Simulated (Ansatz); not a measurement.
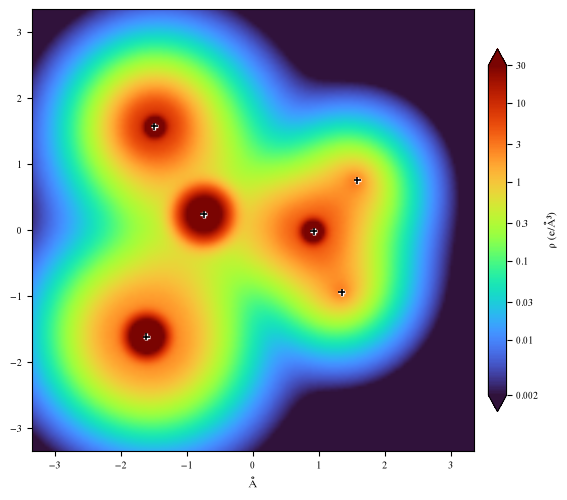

The electron density on a plane through atoms (crosses mark nuclei in the plane).

Theory: Ansatz 0.2.0, isolated molecule in a Gaussian basis; Kohn-Sham density functional theory, functional PBE0.

Candidates:
A. ClH2NOSi (SMILES N[Si](=O)Cl)
B. C2H7BGe (SMILES B[CH2][Ge][CH3])
C. CH4BO (SMILES BO[CH2+]) (charge +1)

### Which candidate gave the map?

Candidate A: ClH2NOSi on the molecular plane, which holds Cl, N, O, Si and H. Si–O (1.53 Å): ρ at the midpoint is about 1.5 e/Å³. Si–N (1.68 Å): ρ at the midpoint is about 1.2 e/Å³.
